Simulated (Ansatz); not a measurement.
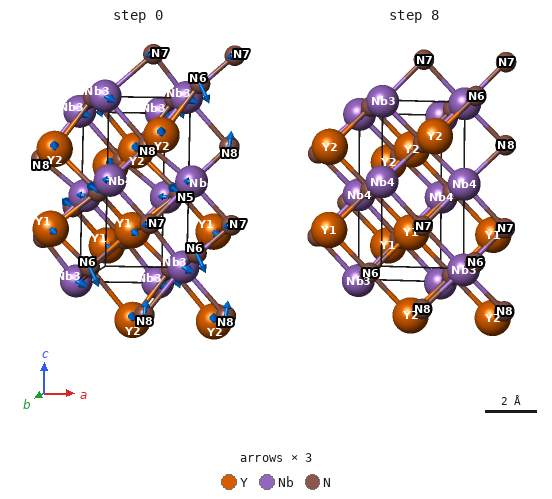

The structure of a crystal of YNbN$_{2}$ (a generated structure, set up in P1) (coarse preliminary run) before (left) and after (right) a relaxation, at one scale. The blue arrows give the displacements (the part carried along by the change of the cell is left out), 3 times their true length.

Style: ball-and-stick. Shown: the cell of the calculation, from a free direction.

These are results of DFT PBE, scalar-relativistic, plane waves, PAW (Ansatz 0.2.0), not measurements.

Input file:
```yaml
crystal:
  lattice:
    - [0.0341198741, 3.2519577948, -0.048448054]
    - [-0.0796567545, -0.0678849667, 4.7597126967]
    - [6.694170266, 0.0682397482, -0.1136986562]
  atoms:
    - { symbol: "Y", position: [0.4791365366, 0.5180389332, 0.263273367] }
    - { symbol: "Y", position: [0.51018222, 0.5292986053, 0.7354235421] }
    - { symbol: Nb, position: [0.9592284512, 0.0184637402, 0.0049663051] }
    - { symbol: Nb, position: [1.0337893863, -0.0097201721, 0.5057610752] }
    - { symbol: "N", position: [0.0306347095, 0.4496009098, 0.4802417159] }
    - { symbol: "N", position: [-0.0365107012, 0.5057645476, 1.03936687] }
    - { symbol: "N", position: [0.5312742655, -0.0130665787, 0.2530545346] }
    - { symbol: "N", position: [0.4922651322, 0.0016200147, 0.7179125901] }
basis:
  ecutwfc: 420
kpoints:
  mp_grid: { grid: [6, 6, 4] }
hamiltonian:
  xc: pbe
scf:
  occupations: { method: gaussian, width: 0.2 }
  lower_state_search: "off"
output:
  forces: true
  stress: true
  eigenvalues: true
relax:
  adjacent_minimum: "off"
  f_tol: 0.025
  max_steps: 60
  cell: { stress_tol: 0.25 }
```

Command:
```bash
ansatz run input.yaml --threads 1 --pin off --max-ram 2560MiB --backend cpu --events-out ev --progress --plain --runs-dir out
```

Summarise the run.

Answer. The run was cut off at its time limit before the program reported convergence, but its last step already meets the force threshold: the largest component is 0.005 eV/Å against 0.025 eV/Å. The pressure is within 0.01 GPa of its target. After 7 accepted moves (8 points after the start) the energy has fallen by 247 meV per atom. The largest force component goes from 3.8 to 0.005 eV/Å. The pressure goes from 0.48 to 0.01 GPa. The line search rejected the trial step at point 6 of the run. The largest moves relative to the cell, 0.29 Å, are those of N5 and N6. N6 goes along [1 0 −1]. By element the largest moves are N 0.29 Å, Nb 0.18 Å, Y 0.17 Å. The volume changes by −3.5 %, with a 3.252 → 3.288 Å (+1.1 %), b 4.761 → 4.627 Å (−2.8 %), c 6.695 → 6.571 Å (−1.9 %), α 91.9° → 90.0°, β 88.8° → 90.0°, γ 91.7° → 90.0°. Near-neighbour distances that change, for instance: Y2–N6 2.677 → 2.321 Å, Y1–Nb4 3.587 → 3.308 Å, Nb3–N8 2.562 → 2.286 Å, Y1–N5 2.064 → 2.326 Å. Bond angles that change, for instance: Y1–N5–Y2 160.9° → 179.9°, Y1–N5–Y2 161.9° → 179.9°, N5–Y1–N7 103.5° → 90.0°. The space group (tolerance 0.01 Å) goes from P1 (No. 1) to Pmmm (No. 47).
